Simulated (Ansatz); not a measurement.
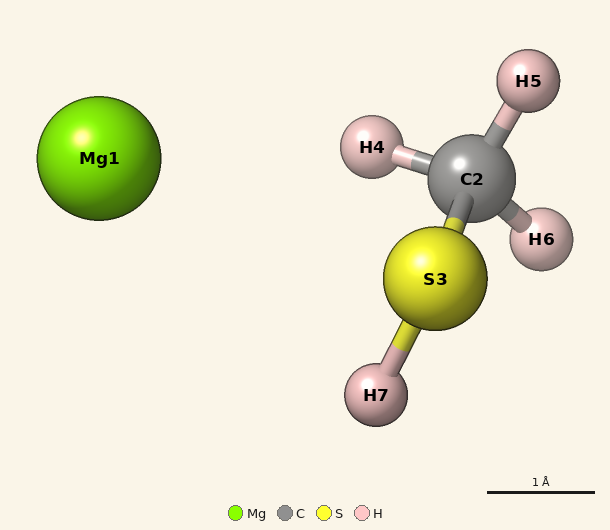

Orthographic view. Atoms fade into the background with distance from the viewer. The computed structure is the end point of a PBE-D4/def2-SVP optimisation. No frequency run is at hand to confirm it as a minimum.

Give the distance matrix in Å.

```
atom   Mg1    C2    S3    H4    H5    H6    H7
 Mg1  0.00                                    
  C2  3.71  0.00                              
  S3  3.37  1.83  0.00                        
  H4  3.10  1.11  2.46  0.00                  
  H5  4.20  1.11  2.38  1.80  0.00            
  H6  4.64  1.11  2.46  1.82  1.80  0.00      
  H7  3.43  2.41  1.36  2.74  3.34  2.68  0.00
```
